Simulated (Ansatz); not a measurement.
## BaTi2Cu2, from a guessed structure to a relaxed one

Starting from a made-up structure for BaTi2Cu2, the aim is the relaxed cell, its shortest contacts and, where a second run follows, its electronic structure.

Program: Ansatz 0.2.0. Level of theory: DFT, PBEsol, plane-wave PAW, files of the set soft_1, scalar-relativistic, ferromagnetic start, cell and ions relaxed at zero pressure; PAW set soft_1. Results are calculated unless marked as measured.

### 1. The structure

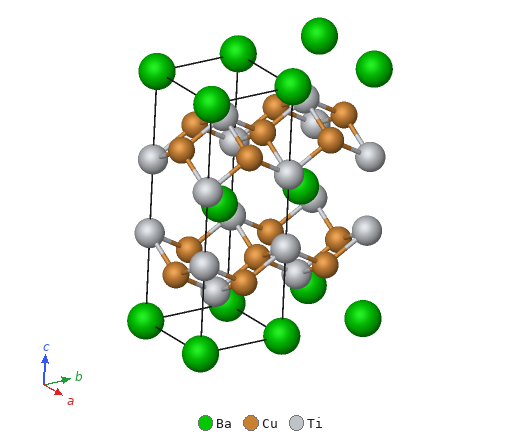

The starting structure, seen from a free direction (barium green, copper orange, titanium light grey). 1×2×1 cells are drawn. This picture shows the conventional cell, with its axes. Some periodic images of atoms are drawn too.

### 2. Relaxing cell and atoms

The guessed cell has no reason to be at equilibrium. It is relaxed with the atoms, within the space group of the guess.

Input file input.yaml:

```yaml
crystal:
  lattice:
    - [-2.0595, 2.0595, 5.6675]
    - [2.0595, -2.0595, 5.6675]
    - [2.0595, 2.0595, -5.6675]
  atoms:
    - { symbol: Ba, position: [0.0, 0.0, 0.0] }
    - { symbol: Cu, position: [0.25, 0.75, 0.5], spin: 0.6 }
    - { symbol: Cu, position: [0.75, 0.25, 0.5], spin: 0.6 }
    - { symbol: Ti, position: [0.3522, 0.3522, 0.0], spin: 1.0 }
    - { symbol: Ti, position: [0.6478, 0.6478, 0.0], spin: 1.0 }
magnetization:
  spin_polarized: true
kpoints:
  mp_grid: { grid: [9, 9, 9] }
scf:
  occupations: { method: fermi_dirac, width: 0.05 }
hamiltonian:
  xc: pbesol
  pseudopotentials: { kind: paw, azcp: { folder: soft_1 }, xc_functional: pbe }
relax:
  f_tol: 0.015
  max_steps: 70
  cell: {}
output:
  forces: true
  stress: true
```

On the command line:

```console
ansatz run input.yaml --threads 4 --pin off --max-ram 8192MiB --backend cpu --events-out ev --progress --plain --runs-dir out
```

Numbers of over 12 decimals in the logs are rounded to 6 here.

What it wrote:

```text
basis.fft_grid_basis auto: the FFT boxes are laid along the combinations [[1, 0, 1], [0, 1, 1], [0, 0, 1]] of the cell's own vectors, 4.119, 4.119 and 6.372 Å long. The dense box has 30×30×45 points. Along the cell's own vectors, as sized, it would have 45×45×45, 2.25 times as many. Of the 16 symmetry operations that the crystal satisfies within crystal.symmetry.tolerance (time reversal apart; of a slab, those that k [...]
Engine: ansatz 0.2.0, aarch64-unknown-linux-gnu
Pseudopotentials: kind: paw
Pseudopotential: Ba, paw, valence charge 10, recommended cutoff 420 eV (normal), soft_1/Ba.paw.azcp
Pseudopotential: Cu, paw, valence charge 19, recommended cutoff 420 eV (normal), soft_1/Cu.paw.azcp
Pseudopotential: Ti, paw, valence charge 12, recommended cutoff 420 eV (normal), soft_1/Ti.paw.azcp
Functional definition: PBEsol
  exchange = pbesol_x
  correlation = pbesol_c
Crystal: 5 atoms, lattice volume = 96.156 Å³
Basis set: ecut = 420 eV, 1895 PW (Γ), FFT grids on a1+a3, a2+a3, a3, exchange–correlation on 60×60×90 points (8 copies of the dense FFT grid, shifted against one another)
Bands: 46, of which v1, the nominal top of the filled ones, is band 36 counted from 1 (35 counted from 0)
Symmetry: 16 space group operations
Space group: I4/mmm (ITA 139), of the structure as read, at distance tolerance 4.6e-5 Å
Magnetic group: BNS 139.531 (UNI 1191), of the structure as read, at distance tolerance 4.6e-5 Å
k-points: 75 of 729
Non-local potential: Ba, projectors of the file, l = 0: 3, l = 1: 2, l = 2: 2, l = 3: 2
Non-local potential: Cu, projectors of the file, l = 0: 3, l = 1: 2, l = 2: 3, l = 3: 1
Non-local potential: Ti, projectors of the file, l = 0: 3, l = 1: 2, l = 2: 3, l = 3: 1
PAW form: soft (Blöchl's): semilocal exchange-correlation on the pseudo side does not see the compensation charge
PAW frozen core: Ba, regenerated for the run's functional, and the local potential with it (the file was generated under x = pbe(κ = 0.804, μ = 0.219515), c = pbe(β = 0.066725))
PAW frozen core: Cu, regenerated for the run's functional, and the local potential with it (the file was generated under x = pbe(κ = 0.804, μ = 0.219515), c = pbe(β = 0.066725))
PAW frozen core: Ti, regenerated for the run's functional, and the local potential with it (the file was generated under x = pbe(κ = 0.804, μ = 0.219515), c = pbe(β = 0.066725))
PAW one-centre angular grid: Ba, 194 points (default); XC on 64 Gauss nodes
PAW one-centre angular grid: Cu, 590 points (default); XC on 64 Gauss nodes
PAW one-centre angular grid: Ti, 590 points (default); XC on 64 Gauss nodes
Initial density: superposition of atomic densities (chi_scale 0.1, normalization cell, long waves kept (reshape's long-wave potential 0.00 eV rms))
Starting moments: Σ|m| = 3.2 μB on 4 of 5 sites
Initial wavefunctions: pseudopotential atomic-orbital guess
Functional: x = pbesol(κ = 0.804, μ = 0.123457), c = pbesol(β = 0.046)
SCF iter   1: F=—  HF=-24001.895870 eV  |F-HF|=—  |Δ(HF+E_count)|=         —  Δρ=3.20e-1 (↑3.20e-1 ↓2.72e-1)  dr2=2.86e2  dr2_m=9.29e-1  M=0.580 μB ∫|m|=1.675 μB  β_m=0.30  ethr=3.10e-3  ⟨swp⟩=8.5  Hψ=28688  notcnv=0
Mixer restart at iter 1: flushing history
preconditioner: auto → Kerker (q_TF=auto, 2.600 Å⁻¹)  [metal: Δε(μ)=0.011 eV  Ē_g=6.272 eV  σ=0.050 eV  W_gap=0.05  n_scr=32 (ndim 8)  ℏωp=23.3 eV  f_vac=0.000  D(μ)=3.76/eV (n_scr^D=32)]
spin=Collinear: Kerker preconditioning applied to the charge; magnetization (m = ρ↑ − ρ↓) channel mixes plain (no charge-response kernel on spin).
SCF iter   2: F=—  HF=-23997.198547 eV  |F-HF|=—  |Δ(HF+E_count)|=    4.70e0  Δρ=1.33e-1 (↑1.33e-1 ↓1.23e-1)  dr2=3.35e1  dr2_m=1.52e-1  M=1.649 μB ∫|m|=1.680 μB  β_m=0.26  ethr=3.10e-3  ⟨swp⟩=4.0  Hψ=19301  notcnv=0  defer=212
SCF iter   3: F=—  HF=-23986.176431 eV  |F-HF|=—  |Δ(HF+E_count)|=    1.10e1  Δρ=4.67e-2 (↑4.67e-2 ↓3.73e-2)  dr2=3.94e0  dr2_m=1.25e-1  M=1.371 μB ∫|m|=1.474 μB  β_m=0.37  ethr=3.10e-3  ⟨swp⟩=4.0  Hψ=19179  notcnv=0  defer=256
SCF iter   4: F=—  HF=-23985.176998 eV  |F-HF|=—  |Δ(HF+E_count)|=   9.99e-1  Δρ=2.46e-2 (↑2.46e-2 ↓2.14e-2)  dr2=2.22e0  dr2_m=6.73e-2  M=0.991 μB ∫|m|=1.158 μB  β_m=0.52  ethr=3.10e-3  ⟨swp⟩=3.0  Hψ=15565  notcnv=0  defer=261
SCF iter   5: F=—  HF=-23985.285296 eV  |F-HF|=—  |Δ(HF+E_count)|=   1.08e-1  Δρ=1.25e-2 (↑1.25e-2 ↓9.95e-3)  dr2=1.53e-1  dr2_m=2.44e-2  M=0.814 μB ∫|m|=0.884 μB  β_m=0.76  ethr=3.08e-3  ⟨swp⟩=2.1  Hψ=11553  notcnv=0  defer=259
SCF iter   6: F=—  HF=-23985.527978 eV  |F-HF|=—  |Δ(HF+E_count)|=         —  Δρ=1.46e-2 (↑1.46e-2 ↓1.11e-2)  dr2=3.52e-1  dr2_m=4.18e-2  M=0.278 μB ∫|m|=0.309 μB  β_m=0.76  ethr=2.12e-4  ⟨swp⟩=2.8  Hψ=11676  notcnv=0  defer=234
Mixer restart at iter 6: flushing history
SCF iter   7: F=—  HF=-23985.609568 eV  |F-HF|=—  |Δ(HF+E_count)|=   8.16e-2  Δρ=1.71e-2 (↑1.54e-2 ↓1.71e-2)  dr2=5.71e-1  dr2_m=9.67e-3  M=0.135 μB ∫|m|=0.158 μB  β_m=0.60  ethr=2.12e-4  ⟨swp⟩=3.0  Hψ=14771  notcnv=0  defer=227
SCF iter   8: F=—  HF=-23985.507282 eV  |F-HF|=—  |Δ(HF+E_count)|=   1.02e-1  Δρ=6.64e-3 (↑6.64e-3 ↓5.38e-3)  dr2=9.63e-2  dr2_m=4.48e-3  M=0.128 μB ∫|m|=0.140 μB  β_m=0.57  ethr=2.12e-4  ⟨swp⟩=2.3  Hψ=14335  notcnv=0  defer=225
SCF iter   9: F=—  HF=-23985.496856 eV  |F-HF|=—  |Δ(HF+E_count)|=   1.04e-2  Δρ=3.06e-3 (↑3.06e-3 ↓2.33e-3)  dr2=1.89e-2  dr2_m=1.57e-3  M=0.080 μB ∫|m|=0.088 μB  β_m=0.78  ethr=1.34e-4  ⟨swp⟩=1.8  Hψ=7800  notcnv=0  defer=219
SCF iter  10: F=—  HF=-23985.494652 eV  |F-HF|=—  |Δ(HF+E_count)|=   2.20e-3  Δρ=8.28e-4 (↑8.28e-4 ↓7.17e-4)  dr2=1.02e-3  dr2_m=2.53e-4  M=0.036 μB ∫|m|=0.040 μB  β_m=0.77  ethr=2.62e-5  ⟨swp⟩=2.1  Hψ=8352  notcnv=0  defer=220
SCF iter  11: F=—  HF=-23985.494609 eV  |F-HF|=—  |Δ(HF+E_count)|=   4.33e-5  Δρ=2.87e-4 (↑2.87e-4 ↓1.75e-4)  dr2=7.72e-5  dr2_m=1.91e-5  M=0.012 μB ∫|m|=0.013 μB  β_m=0.81  ethr=1.41e-6  ⟨swp⟩=2.0  Hψ=8669  notcnv=0  defer=222
SCF iter  12: F=—  HF=-23985.494635 eV  |F-HF|=—  |Δ(HF+E_count)|=   2.61e-5  Δρ=5.08e-5 (↑5.00e-5 ↓5.08e-5)  dr2=1.04e-6  dr2_m=1.88e-6  M=0.006 μB ∫|m|=0.006 μB  β_m=0.90  ethr=1.07e-7  ⟨swp⟩=2.0  Hψ=8530  notcnv=0  defer=222
SCF iter  13: F=—  HF=-23985.494641 eV  |F-HF|=—  |Δ(HF+E_count)|=   5.43e-6  Δρ=1.74e-5 (↑1.74e-5 ↓1.45e-5)  dr2=3.04e-7  dr2_m=1.57e-7  M=0.002 μB ∫|m|=0.002 μB  β_m=0.95  ethr=1.44e-9  ⟨swp⟩=2.2  Hψ=11063  notcnv=0  defer=222
SCF iter  14: F=—  HF=-23985.494641 eV  |F-HF|=—  |Δ(HF+E_count)|=   5.80e-7  Δρ=5.61e-6 (↑4.16e-6 ↓5.61e-6)  dr2=4.01e-8  dr2_m=1.28e-8  M=0.000 μB ∫|m|=0.000 μB  β_m=0.98  ethr=4.22e-10  ⟨swp⟩=2.0  Hψ=11156  notcnv=0  defer=222
[...]
relax step   6: F+E_penalty+E_count = -23985.81301693 eV  Δ(F+E_penalty+E_count) = -7.362e-3 eV  max|allowed force component| = 6.811e-2 eV/Å  Δτ_max = 0.0104 Å  P = -0.476 GPa  Ω = 106.857 Å³  energy of the carried Pulay correction = -3.087e-3 eV  (12 SCF iters, dr2 threshold 5.00e-7 eV, accepted)
relax step   7: F+E_penalty+E_count = -23985.81531639 eV  Δ(F+E_penalty+E_count) = -2.299e-3 eV  max|allowed force component| = 8.368e-3 eV/Å  Δτ_max = 0.0123 Å  P = -0.060 GPa  Ω = 106.197 Å³  energy of the carried Pulay correction = -2.906e-3 eV  (9 SCF iters, dr2 threshold 5.00e-7 eV, accepted)
relax step   8: F+E_penalty+E_count = -23985.81540099 eV  Δ(F+E_penalty+E_count) = -8.459e-5 eV  max|allowed force component| = 7.931e-3 eV/Å  Δτ_max = 0.0010 Å  P = -0.010 GPa  Ω = 106.150 Å³  energy of the carried Pulay correction = -2.893e-3 eV  (8 SCF iters, dr2 threshold 1.76e-8 eV, accepted)
relax step   9: F+E_penalty+E_count = -23985.82764871 eV  Δ(F+E_penalty+E_count) = -1.225e-2 eV  max|allowed force component| = 1.133e-2 eV/Å  Δτ_max = 0.0000 Å  P = +0.210 GPa  Ω = 106.150 Å³  stress off target by 3.14e-1 GPa  SCF on the basis re-selected at this cell (its energy is not comparable with the rows above)  (12 SCF iters)
relax step  10: F+E_penalty+E_count = -23985.82962736 eV  Δ(F+E_penalty+E_count) = -1.979e-3 eV  max|allowed force component| = 1.093e-3 eV/Å  Δτ_max = 0.0072 Å  P = +0.060 GPa  Ω = 106.350 Å³  energy of the carried Pulay correction = -6.771e-5 eV  (9 SCF iters, dr2 threshold 2.46e-7 eV, accepted)
relax step  11: F+E_penalty+E_count = -23985.82975316 eV  Δ(F+E_penalty+E_count) = -1.258e-4 eV  max|allowed force component| = 4.140e-3 eV/Å  Δτ_max = 0.0002 Å  P = +0.005 GPa  Ω = 106.357 Å³  energy of the carried Pulay correction = -7.935e-5 eV  (9 SCF iters, dr2 threshold 2.05e-8 eV, accepted)
iter 1 solved again at ethr=4.52e-7 eV; its pass at ethr=3.10e-3 eV (dr2=3.25e-4 eV) is discarded
SCF iter   1: F=—  HF=-23985.829768 eV  |F-HF|=—  |Δ(HF+E_count)|=         —  Δρ=2.60e-4 (↑2.60e-4 ↓2.60e-4)  dr2=5.99e-6  dr2_m=4.38e-11  M=0.000 μB ∫|m|=0.000 μB  β_m=0.65  ethr=4.52e-7  ⟨swp⟩=3.0  Hψ=41533  notcnv=0
preconditioner: auto → Kerker (q_TF=auto, 2.254 Å⁻¹)  [metal: Δε(μ)=0.006 eV  Ē_g=5.881 eV  σ=0.050 eV  W_gap=0.03  n_scr=14 (ndim 8)  ℏωp=22.2 eV  f_vac=0.000  D(μ)=5.60/eV (n_scr^D=44)]
spin=Collinear: Kerker preconditioning applied to the charge; magnetization (m = ρ↑ − ρ↓) channel mixes plain (no charge-response kernel on spin).
SCF iter   2: F=—  HF=-23985.829817 eV  |F-HF|=—  |Δ(HF+E_count)|=   4.83e-5  Δρ=9.30e-5 (↑9.30e-5 ↓9.30e-5)  dr2=8.00e-7  dr2_m=2.31e-11  M=0.000 μB ∫|m|=0.000 μB  β_m=0.65  ethr=8.32e-9  ⟨swp⟩=1.5  Hψ=7408  notcnv=0
SCF iter   3: F=—  HF=-23985.829822 eV  |F-HF|=—  |Δ(HF+E_count)|=   5.67e-6  Δρ=1.10e-5 (↑1.10e-5 ↓1.10e-5)  dr2=3.07e-7  dr2_m=7.76e-12  M=0.000 μB ∫|m|=0.000 μB  β_m=0.44  ethr=1.11e-9  ⟨swp⟩=2.0  Hψ=8430  notcnv=0
SCF iter   4: F=—  HF=-23985.829822 eV  |F-HF|=—  |Δ(HF+E_count)|=   5.17e-8  Δρ=5.85e-7 (↑5.58e-7 ↓5.85e-7)  dr2=1.45e-9  dr2_m=7.82e-12  M=0.000 μB ∫|m|=0.000 μB  β_m=0.52  ethr=4.26e-10  ⟨swp⟩=2.0  Hψ=8578  notcnv=0
SCF iter   5: F=—  HF=-23985.829827 eV  |F-HF|=—  |Δ(HF+E_count)|=   4.85e-6  Δρ=4.02e-7 (↑3.79e-7 ↓4.02e-7)  dr2=4.80e-10  dr2_m=3.93e-12  M=0.000 μB ∫|m|=0.000 μB  β_m=0.76  ethr=2.02e-12  ⟨swp⟩=2.0  Hψ=11858  notcnv=0
SCF iter   6: F=—  HF=-23985.829827 eV  |F-HF|=—  |Δ(HF+E_count)|=  1.56e-10  Δρ=1.33e-7 (↑1.33e-7 ↓1.22e-7)  dr2=6.72e-11  dr2_m=4.56e-13  M=0.000 μB ∫|m|=0.000 μB  β_m=0.82  ethr=1.00e-12  ⟨swp⟩=2.0  Hψ=9390  notcnv=0
SCF iter   7: F=—  HF=-23985.829827 eV  |F-HF|=—  |Δ(HF+E_count)|=  3.64e-12  Δρ=4.36e-8 (↑4.36e-8 ↓3.65e-8)  dr2=1.15e-11  dr2_m=3.39e-13  M=0.000 μB ∫|m|=0.000 μB  β_m=0.86  ethr=1.00e-12  ⟨swp⟩=1.0  Hψ=6900  notcnv=0
SCF iter   8: F=-23985.829827 eV  HF=-23985.829827 eV  |F-HF|=1.82e-11  |Δ(HF+E_count)|=  1.09e-11  Δρ=4.53e-8 (↑4.53e-8 ↓4.53e-8)  dr2=9.31e-12  dr2_m=7.21e-14  M=0.000 μB ∫|m|=0.000 μB  ethr=1.00e-12  ⟨swp⟩=2.0  Hψ=16983  notcnv=0
the starting moments were not kept: the SCF closed with an absolute magnetisation of 1.6e-6 μB, where they sum to 3.2 μB in size (4 sites). That is at most 0.1 of that sum. Measured as dr2_m measures the in/out step, that magnetisation stands 3.2e-13 eV from none, at or under the dr2_threshold of 5.0e-11 eV: it is no larger than a step whose dr2_m would equal this threshold.
SCF 12 converged in 8 iterations: F = -23985.829827 eV  dr2 = 9.31e-12
relax step  12: F+E_penalty+E_count = -23985.82982704 eV  Δ(F+E_penalty+E_count) = -7.388e-5 eV  max|allowed force component| = 4.191e-3 eV/Å  Δτ_max = 0.0000 Å  P = +0.005 GPa  Ω = 106.357 Å³  stress off target by 1.66e-2 GPa  SCF on the basis re-selected at this cell (its energy is not comparable with the rows above)  (8 SCF iters)
basis re-selected at this cell: Δ(F+E_penalty+E_count) = -7.388e-5 eV, ΔP = -0.001 GPa vs the last step (what re-selecting the basis moved, of the pressure what is left beyond the Pulay correction that the steps carried, after the strain that the cell walked since its last selection, with what the two solves' SCF thresholds leave and, on support functions, any second-order correction that the steps lacked; it is no m [...]
SCF converged after 8 iterations
Magnetization: 0.0000 μB (36.0000 up, 36.0000 down)
Absolute magnetization: 0.0000 μB (∫|ρ↑−ρ↓|, with the PAW one-centre terms)
Spin contamination: 0.0000 ħ² per cell (⟨S²⟩ above its minimum at these occupations)
Per-site moments (μB) at R_I (Å): [(1.7208415566559676e-8, 1.408156), (-1.5025682598575668e-8, 1.029011), (-1.5025682751635504e-8, 1.029011), (3.909883054914475e-7, 1.029011), (3.909883055960562e-7, 1.029011)]
Free energy (F): -23985.829827 eV
Harris-Foulkes:  -23985.829827 eV  (|F-HF|=1.82e-11)
Internal energy: -23985.781621 eV  (E = F + TS)
E sigma→0 (E₀):  -23985.805724 eV
Entropy (-TS):   -0.048206 eV (-9.641 meV/atom)
Fermi energy:    11.228040 eV
--- Per-component energies (eV) ---
  E_band       = -1337.369779
  E_kinetic    = 1250.525724
  E_local      = -14982.168881  (includes V_loc(G=0)·N_el)
  E_nonlocal   = 1995.879519
  E_hartree    = 6432.235125
  E_xc         = -562.793864
  E_vxc        = -594.117908  (∫ρ·V_xc dr)
  E_paw        = -10702.632318  (= ΣΔE_a)
  E_vpaw       = -1871.960632  (= ΣTr[D̂ρ^β])
  E_aug_tail   = 0.001793  (compensation charges beyond the density's cutoff)
  E_ewald      = -7417.671331
  E_core_change = 0.842612  (= ΣΔE_core)
  E_smearing   = -0.048206  (= −TS)
  E_closure    = -0.000000  (closes the sum)
  Σ components = -23985.829827   (vs F -23985.829827, Δ=0.00e0)
--- Forces (eV/Å), atoms counted from 1 ---
  atom   1  Ba    -0.00000000     0.00000000    -0.00000000
  atom   2  Cu     0.00000000    -0.00000000     0.00000000
  atom   3  Cu     0.00000000    -0.00000000     0.00000000
  atom   4  Ti     0.00000000     0.00000000    -0.00419128
  atom   5  Ti     0.00000000    -0.00000000     0.00419128
  max |Σ_I F_I| component: 9.54e-18 eV/Å
--- Stress (GPa, compression-positive) ---
       -0.001528       0.000000       0.000000
        0.000000      -0.001528       0.000000
        0.000000       0.000000       0.016578
  P = ⅓ Tr σ = 0.0045 GPa (0.045 kbar)
--- Relaxed structure (10 steps of the walk, 10 accepted, 2 SCFs on fresh bases) ---
  F+E_penalty+E_count = -23985.82982704 eV   max|allowed force component| = 4.191e-3 eV/Å   (the final SCF, on the basis selected at the relaxed cell)
  cell:  # Å, volume = 106.3568 Å³
    - [-2.292673, 2.292673, 5.058492]
    - [2.292673, -2.292673, 5.058492]
    - [2.292673, 2.292673, -5.058492]
  atoms:
    - { symbol: Ba, position: [0, 0, 0] }
    - { symbol: Cu, position: [0.250000, 0.75, 0.5] }
    - { symbol: Cu, position: [0.75, 0.250000, 0.5] }
    - { symbol: Ti, position: [0.347176, 0.347176, 0] }
    - { symbol: Ti, position: [0.652824, 0.652824, 0] }
```

Wall time 2.2 min (4 threads of Arm Neoverse V2, shared host); peak memory 0.86 GiB.

Step by step:

```
step  energy less that of the first step (eV)  largest force component (eV/Å)  pressure (GPa)  volume (Å³)
   1                                   0.0000                          1.0388            7.47        96.16
   2                                  -0.2115                          0.4149            2.70       101.01
   3                                  -0.2798                          0.0146            0.61       103.36
   4                                  -0.2977                          0.1066           -0.45       105.96
   5                                  -0.3110                          0.0651           -1.19       108.32
   6                                  -0.3184                          0.0681           -0.48       106.86
   7                                  -0.3207                          0.0084           -0.06       106.20
   8                                  -0.3208                          0.0079           -0.01       106.15
  9*                                  -0.3330                          0.0113            0.21       106.15
  10                                  -0.3350                          0.0011            0.06       106.35
  11                                  -0.3351                          0.0041            0.01       106.36
 12*                                  -0.3352                          0.0042            0.00       106.36
```

Relaxation steps marked * repeat the geometry before them on a plane-wave basis chosen anew for their cell, so energy and pressure can jump there.

Forces are held to the 16 operations that the run works with; a distortion that breaks them can't arise in this run.

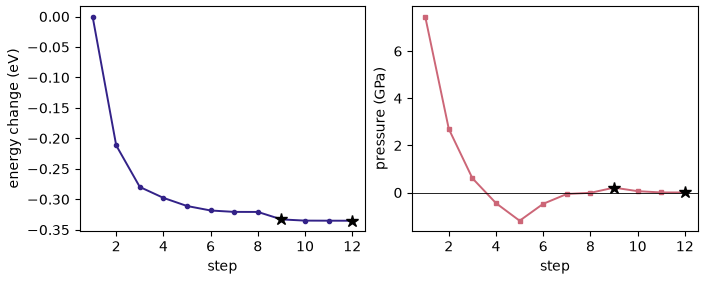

Energy and pressure along the relaxation. Stars mark steps on a basis chosen anew.

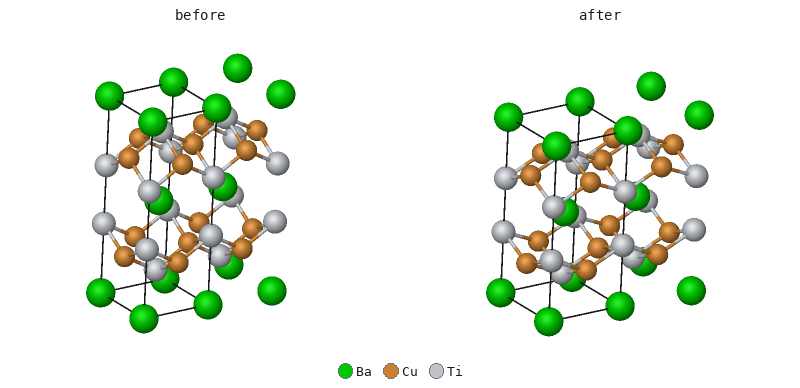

Before and after, at one scale.

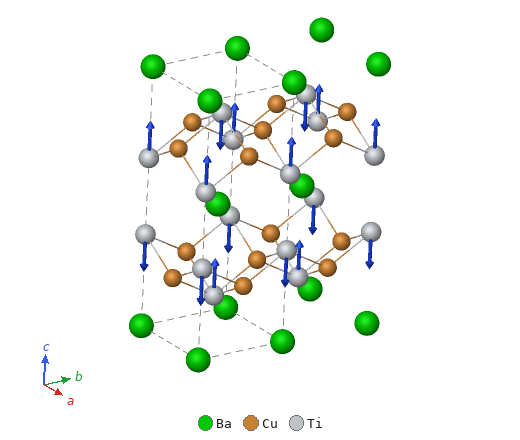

Displacements in the relaxation, exaggerated, measured against the changing cell; the longest in the cell stands for 0.05 Å. 1×2×1 conventional cells are drawn. Some periodic images of atoms are drawn too.

```
conventional cell, symmetrised  before   after   change
                         a (Å)   4.119   4.585  +11.3 %
                         b (Å)   4.119   4.585  +11.3 %
                         c (Å)  11.335  10.117  -10.7 %
              volume (Å³/atom)   19.23   21.27  +10.6 %
```

The atoms that moved most (Å, as changes of fractional coordinates times the final cell):

```
atom     dx     dy      dz  length
 Ti4  0.000  0.000  -0.051   0.051
 Ti5  0.000  0.000   0.051   0.051
```

The relaxed structure:

```cif
data_structure
_symmetry_space_group_name_H-M 'P 1'
_symmetry_Int_Tables_number 1
_cell_length_a 6.0084
_cell_length_b 6.0084
_cell_length_c 6.0084
_cell_angle_alpha 135.137
_cell_angle_beta 135.137
_cell_angle_gamma 65.317
_cell_volume 106.36
loop_
_atom_site_label
_atom_site_type_symbol
_atom_site_fract_x
_atom_site_fract_y
_atom_site_fract_z
_atom_site_occupancy
Ba1 Ba 0.00000 0.00000 0.00000 1
Cu2 Cu 0.25000 0.75000 0.50000 1
Cu3 Cu 0.75000 0.25000 0.50000 1
Ti4 Ti 0.34718 0.34718 0.00000 1
Ti5 Ti 0.65282 0.65282 0.00000 1
```

This step gave:

- free energy: -23985.8298 eV
- energy at zero smearing: -23985.8057 eV
- smearing term TS: 0.04821 eV
- Fermi energy: 11.23 eV
- electrons: 72
- symmetry operations: 16
- pressure: 0.004507 GPa

The shortest distance of each pair, which need not be the same contact before and after:

```
 pair  guess (Å)  relaxed (Å)
Cu–Ti      2.363        2.495
Ti–Ti      3.351        3.092
Cu–Cu      2.913        3.242
Ba–Cu      3.503        3.414
Ba–Ti      3.360        3.512
```

The relaxation ends with a largest force component of 0.0042 eV/Å and a pressure of 0.00 GPa. No moment survives the cycle: this start ends non-magnetic.

### 3. Outcome

```
space group, relaxed : I4/mmm
conventional cell    : a = 4.585, b = 4.585, c = 10.117 Å; α = 90.0°, β = 90.0°, γ = 90.0°
volume per atom      : 21.27 Å³ (guess 19.23)
total moment         : 0.00 μB in the cell of 5 atoms
```

What this shows: BaTi2Cu2 relaxes to I4/mmm with a = 4.585, b = 4.585 and c = 10.117 Å. The guessed volume was 10 % too small. The space group I4/mmm was held in the relaxation, so the end point is a stationary structure within it and may be a saddle against distortions or other arrangements. The moments died out from this one start and weren't seeded again at the relaxed cell. Mesh and cutoff weren't tested. Spin-orbit coupling is left out, which can matter for elements this heavy. No dispersion term is used, so weakly bound directions may come out too long. Nothing here tests whether the compound is stable against decomposition.

[Logs are printed without paths, hosts, clocks, repeated set-up lines and the standing remarks that a program may print on its own settings, such as how far it seeks lower states.]

[Hosts, paths, dates, database ids (printed as entryN), source tags and the programs' standing remarks are cut or masked in the printed files.]
